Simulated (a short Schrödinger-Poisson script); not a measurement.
Structure: gated Al0.33Ga0.67N/GaN polarisation-induced gas, at 20 K.

| layer | material | thickness (nm) | Na (cm⁻³) |
|---|---|---|---|
| 1 | Al0.33Ga0.67N | 15 | - |
| 2 | GaN | 6000 | 3e14 |

The device is made up for the run: typed textbook-type constants, with dimensions and the other settings drawn at random. Al0.33Ga0.67N: permittivity 9.3, conduction-band edge (eV) 0.462, gap (eV) 4.09, electron mass (mₑ) 0.24, Nv at 300 K (cm⁻³) 4.6e19. GaN: permittivity 9.5, conduction-band edge (eV) 0, gap (eV) 3.43, Nv at 300 K (cm⁻³) 4.6e19.

Channel valleys (confinement mass, in-plane density-of-states mass, number): Γ 0.2, 0.2, 1. At the gate the conduction-band edge of layer 1 lies 1.27 eV − eVg above the Fermi level of the channel; the field vanishes at the back. Sheet of polarisation charge: +1.6e13 e/cm² at 15 nm from the gate. The barrier under the gate holds no holes. Gaps are held at their typed values at every temperature. Mesh 0.08 nm at interfaces.

From a short Schrödinger-Poisson script (our own, NumPy): 1D Poisson equation in equilibrium, electrons quantum, Hartree plus LDA exchange-correlation (BenDaniel-Duke, 40 states a valley, the channel's in-plane mass for all, wave functions free to enter the barrier), parabolic valleys, classical holes, full ionisation, no traps, pinning or gate leakage.

Only gate voltages with over 1e8 electrons/cm² are shown.

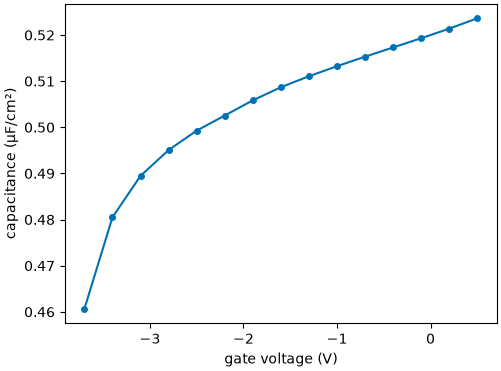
Fig. 1. Quasi-static capacitance against gate voltage

```tsv
Vg (V)	electrons (cm⁻²)	in the channel layer	C (μF/cm²)	Γ E0 (meV)	Γ E1 (meV)
0.5	1.36e13	1.24e13	0.524	-149.6	-12.9
0.2	1.26e13	1.16e13	0.521	-140.0	-10.9
-0.1	1.16e13	1.08e13	0.519	-130.2	-9.0
-0.4	1.07e13	9.98e12	0.517	-120.4	-7.1
-0.7	9.69e12	9.14e12	0.515	-110.5	-5.4
-1	8.73e12	8.29e12	0.513	-100.5	-3.8
-1.3	7.77e12	7.43e12	0.511	-90.4	-2.1
-1.6	6.81e12	6.56e12	0.509	-80.2	-0.2
-1.9	5.86e12	5.68e12	0.506	-69.8	2.6
-2.2	4.92e12	4.79e12	0.503	-58.9	7.6
-2.5	3.98e12	3.90e12	0.499	-47.7	12.8
-2.8	3.05e12	3.00e12	0.495	-36.5	17.3
-3.1	2.13e12	2.11e12	0.489	-25.5	20.8
-3.4	1.22e12	1.21e12	0.481	-14.6	22.9
-3.7	3.36e11	3.35e11	0.461	-3.8	21.8
```

Subbands count from the Fermi level.
